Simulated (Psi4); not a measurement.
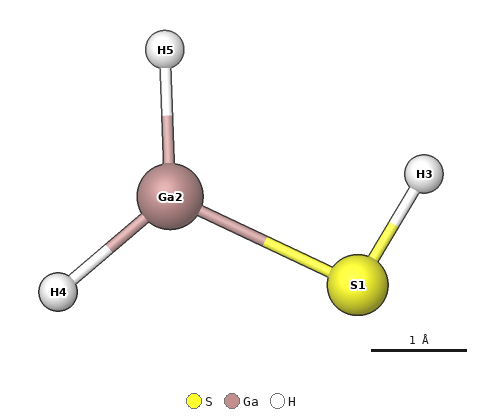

**Figure 1.** The structure as given in the input (ball-and-stick view, seen on its broad side; atoms are numbered from 1 in the order of the input). Sticks mark near contacts.

## Single-point calculation, with input and output: GaH3S

System: GaH3S, SMILES [SH][GaH2].
Method: MP2/cc-pVTZ, RHF (Psi4 1.11).

The geometry was optimised with SVWN-RPA/pcseg-1.

### Input file (job.inp)
```
memory 1600 MB

molecule system {
  0 1
  S      0.060952    -1.544931     0.690115
  Ga    -0.280703     0.326467    -0.384416
  H      1.289472    -1.193473     1.171155
  H     -1.639638     0.389018    -1.131953
  H      0.834124     1.406732    -0.311381
}

set basis cc-pVTZ
set freeze_core true

energy('mp2')
```

Hardware: 1 thread of Intel Xeon (Sapphire Rapids), 64 GiB of memory available, shared host.

Launch command:
```bash
psi4 -n 1 job.inp job.out
```

### The program's output
```
Psi4 1.11 release

    SCF Algorithm Type (re)set to DF.

   => Loading Basis Set <=

    Name: CC-PVTZ
    Role: ORBITAL
    Keyword: BASIS

         ---------------------------------------------------------
                                   SCF
                              RHF Reference
                        1 Threads,   1525 MiB Core
         ---------------------------------------------------------

  ==> Geometry <==

    Molecular point group: c1
    Full point group: C1

    Geometry (in Angstrom), charge = 0, multiplicity = 1:

       Center              X                  Y                   Z               Mass
    ------------   -----------------  -----------------  -----------------  -----------------
         S            0.223682238341    -1.291991761964     0.735399309714    31.972071174400
         GA          -0.117972761659     0.579406238036    -0.339131690286    68.925573500000
         H            1.452202238341    -0.940533761964     1.216439309714     1.007825032230
         H           -1.476907761659     0.641957238036    -1.086668690286     1.007825032230
         H            0.996854238341     1.659671238036    -0.266096690286     1.007825032230

  Running in c1 symmetry.

  Rotational constants: A =      2.93552  B =      0.15228  C =      0.14477 [cm^-1]
  Rotational constants: A =  88004.71345  B =   4565.15801  C =   4340.02355 [MHz]
  Nuclear repulsion =  159.389726257033686

  Charge       = 0
  Multiplicity = 1
  Electrons    = 50
  Nalpha       = 25
  Nbeta        = 25

  ==> Algorithm <==

  SCF Algorithm Type is DF.
  DIIS enabled.
  MOM disabled.
  Fractional occupation disabled.
  Guess Type is SAD.
  Energy threshold   = 1.00e-08
  Density threshold  = 1.00e-08
  Integral threshold = 1.00e-12

  ==> Primary Basis <==

  Basis Set: CC-PVTZ
    Blend: CC-PVTZ
    Number of shells: 45
    Number of basis functions: 119
    Number of Cartesian functions: 133
    Spherical Harmonics?: true
    Max angular momentum: 3

   => Loading Basis Set <=

    Name: (CC-PVTZ AUX)
    Role: JKFIT
    Keyword: DF_BASIS_SCF

  ==> Integral Setup <==

  DFHelper Memory: AOs need 0.048 GiB; user supplied 1.118 GiB.
  SCF_SUBTYPE=INCORE selected. In-core MEM_DF algorithm will be used.
  Using in-core AOs.

  ==> MemDFJK: Density-Fitted J/K Matrices <==

    J tasked:                   Yes
    K tasked:                   Yes
    wK tasked:                   No
    Memory [MiB]:              1144
    Algorithm:                 Core
    Schwarz Cutoff:           1E-12
    Mask sparsity (%):       0.7627
    Fitting Condition:        1E-10

   => Auxiliary Basis Set <=

  Basis Set: (CC-PVTZ AUX)
    Blend: CC-PVTZ-JKFIT
    Number of shells: 118
    Number of basis functions: 418
    Number of Cartesian functions: 519
    Spherical Harmonics?: true
    Max angular momentum: 4

  Minimum eigenvalue in the overlap matrix is 2.4761184276E-03.
  Reciprocal condition number of the overlap matrix is 5.0764872783E-04.
    Using symmetric orthogonalization.

  ==> Pre-Iterations <==

  SCF Guess: Superposition of Atomic Densities via on-the-fly atomic UHF (no occupation information).

   -------------------------
    Irrep   Nso     Nmo
   -------------------------
     A        119     119
   -------------------------
    Total     119     119
   -------------------------

  ==> Iterations <==

                           Total Energy        Delta E     RMS |[F,P]|

   @DF-RHF iter SAD: -2318.23214606633564   -2.31823e+03   0.00000e+00
   @DF-RHF iter   1: -2321.17554741974618   -2.94340e+00   1.73436e-02 DIIS/ADIIS
   @DF-RHF iter   2: -2321.59363661375801   -4.18089e-01   1.81548e-02 DIIS/ADIIS
   @DF-RHF iter   3: -2322.59724940914975   -1.00361e+00   1.08477e-03 DIIS/ADIIS
   @DF-RHF iter   4: -2322.60562208583087   -8.37268e-03   3.04641e-04 DIIS/ADIIS
   @DF-RHF iter   5: -2322.60665853073715   -1.03644e-03   8.43566e-05 DIIS
   @DF-RHF iter   6: -2322.60678278638943   -1.24256e-04   2.27528e-05 DIIS
   @DF-RHF iter   7: -2322.60680040048328   -1.76141e-05   7.67616e-06 DIIS
   @DF-RHF iter   8: -2322.60680233688481   -1.93640e-06   2.15583e-06 DIIS
   @DF-RHF iter   9: -2322.60680247258597   -1.35701e-07   6.00792e-07 DIIS
   @DF-RHF iter  10: -2322.60680248225981   -9.67384e-09   1.13283e-07 DIIS
   @DF-RHF iter  11: -2322.60680248264862   -3.88809e-10   2.52675e-08 DIIS
   @DF-RHF iter  12: -2322.60680248266317   -1.45519e-11   4.34169e-09 DIIS
  Energy and wave function converged.

  ==> Post-Iterations <==

    Orbital Energies [Eh]
    ---------------------

    Doubly Occupied:

       1A   -378.826752     2A    -91.946349     3A    -48.179007
       4A    -42.507670     5A    -42.505061     6A    -42.504353
       7A     -8.949575     8A     -6.630658     9A     -6.629817
      10A     -6.629193    11A     -6.408699    12A     -4.504390
      13A     -4.499109    14A     -4.497494    15A     -1.218701
      16A     -1.215267    17A     -1.211695    18A     -1.210137
      19A     -1.208111    20A     -0.945275    21A     -0.600525
      22A     -0.529921    23A     -0.443467    24A     -0.415313
      25A     -0.381880

    Virtual:

      26A      0.044586    27A      0.110189    28A      0.131311
      29A      0.146615    30A      0.166665    31A      0.196209
      32A      0.271672    33A      0.275122    34A      0.293562
      35A      0.293773    36A      0.316634    37A      0.340416
      38A      0.354962    39A      0.416427    40A      0.454249
      41A      0.468655    42A      0.500852    43A      0.526121
      44A      0.561007    45A      0.616854    46A      0.622848
      47A      0.675764    48A      0.682245    49A      0.695018
      50A      0.864421    51A      0.875515    52A      0.932593
      53A      0.937220    54A      1.021102    55A      1.028057
      56A      1.077780    57A      1.112833    58A      1.115255
      59A      1.129690    60A      1.147758    61A      1.172346
      62A      1.187903    63A      1.244295    64A      1.253991
      65A      1.302444    66A      1.373531    67A      1.379804
      68A      1.381059    69A      1.439786    70A      1.571026
      71A      1.694044    72A      1.845232    73A      1.848991
      74A      1.916798    75A      1.920535    76A      1.977462
      77A      2.010321    78A      2.010908    79A      2.065374
      80A      2.113169    81A      2.134482    82A      2.159069
      83A      2.208941    84A      2.233555    85A      2.289571
      86A      2.295687    87A      2.411496    88A      2.481707
      89A      2.646117    90A      2.821737    91A      2.928030
      92A      3.021126    93A      3.115301    94A      3.249325
      95A      3.531005    96A      3.576887    97A      3.583368
      98A      3.594240    99A      3.612319   100A      3.624724
     101A      3.773829   102A      3.788953   103A      3.851189
     104A      3.963189   105A      3.992212   106A      4.125039
     107A      4.136139   108A      4.199070   109A      4.223950
     110A      4.242782   111A      4.252838   112A      4.276207
     113A      4.298582   114A      4.364910   115A      4.511100
     116A      4.630254   117A      4.730662   118A      4.975704
     119A      5.788975

    Final Occupation by Irrep:
              A
    DOCC [    25 ]
    NA   [    25 ]
    NB   [    25 ]

  @DF-RHF Final Energy: -2322.60680248266317

   => Energetics <=

    Nuclear Repulsion Energy =            159.3897262570336864
    One-Electron Energy =               -3554.7962159099470227
    Two-Electron Energy =                1072.7996871702498538
    Total Energy =                      -2322.6068024826636247

Computation Completed

Properties will be evaluated at   0.000000,   0.000000,   0.000000 [a0]

Properties computed using the SCF density matrix

 Multipole Moments:

 ------------------------------------------------------------------------------------
     Multipole            Electronic (a.u.)      Nuclear  (a.u.)        Total (a.u.)
 ------------------------------------------------------------------------------------

 L = 1.  Multiply by 2.5417464519 to convert [e a0] to [Debye]
 Dipole X            :         -1.4704812            1.6892430            0.2187618
 Dipole Y            :          3.0487750           -2.5495809            0.4991941
 Dipole Z            :         -2.2339263            2.1107872           -0.1231391
 Magnitude           :                                                    0.5587618

 ------------------------------------------------------------------------------------

	total time  =          4 seconds =       0.07 minutes

  //>>>>>>>>>>>>>>>>>>>>>>>>>>>>>>>>>>>//
  //               DFMP2               //
  //<<<<<<<<<<<<<<<<<<<<<<<<<<<<<<<<<<<//

   => Loading Basis Set <=

    Name: (CC-PVTZ AUX)
    Role: RIFIT
    Keyword: DF_BASIS_MP2

	 --------------------------------------------------------
	                          DF-MP2
	      2nd-Order Density-Fitted Moller-Plesset Theory
	              RMP2 Wavefunction,   1 Threads

	 --------------------------------------------------------

   => Auxiliary Basis Set <=

  Basis Set: (CC-PVTZ AUX)
    Blend: CC-PVTZ-RI
    Number of shells: 100
    Number of basis functions: 378
    Number of Cartesian functions: 487
    Spherical Harmonics?: true
    Max angular momentum: 5

	 --------------------------------------------------------
	                 NBF =   119, NAUX =   378
	 --------------------------------------------------------
	   CLASS    FOCC     OCC    AOCC    AVIR     VIR    FVIR
	   PAIRS      14      25      11      94      94       0
	 --------------------------------------------------------

	-----------------------------------------------------------
	 ==================> DF-MP2 Energies <====================
	-----------------------------------------------------------
	 Reference Energy          =   -2322.6068024826631699 [Eh]
	 Singles Energy            =      -0.0000000000000000 [Eh]
	 Same-Spin Energy          =      -0.0829751528789295 [Eh]
	 Opposite-Spin Energy      =      -0.2629285062773810 [Eh]
	 Correlation Energy        =      -0.3459036591563104 [Eh]
	 Total Energy              =   -2322.9527061418193625 [Eh]
	-----------------------------------------------------------
	 ================> DF-SCS-MP2 Energies <==================
	-----------------------------------------------------------
	 SCS Same-Spin Scale       =       0.3333333333333333 [-]
	 SCS Opposite-Spin Scale   =       1.2000000000000000 [-]
	 SCS Same-Spin Energy      =      -0.0276583842929765 [Eh]
	 SCS Opposite-Spin Energy  =      -0.3155142075328571 [Eh]
	 SCS Correlation Energy    =      -0.3431725918258337 [Eh]
	 SCS Total Energy          =   -2322.9499750744889752 [Eh]
	-----------------------------------------------------------

	total time  =          1 seconds =       0.02 minutes

    Psi4 run time: 0:00:05.33
```

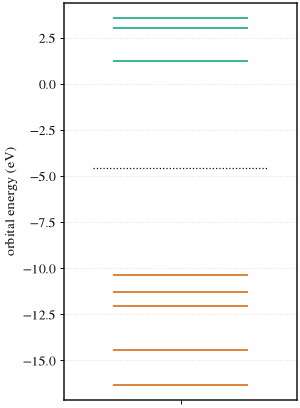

**Figure 2.** Orbital energies near the frontier (SCF reference); the dotted line parts filled from empty levels, and levels within 0.02 eV of each other stand side by side. Highest filled −10.39 eV, lowest empty 1.21 eV, 11.60 eV apart.

### Results in brief

- outcome: converged
- total energy: −2322.952706 hartree
- SCF energy: −2322.606802 hartree
- MP2 energy: −2322.952706 hartree
- correlation energy: −0.345904 hartree
- basis functions: 119
- HOMO of the SCF reference: −10.39 eV
- LUMO of the SCF reference: 1.21 eV
- wall time: 6.3 s
- peak memory: 0.62 GiB
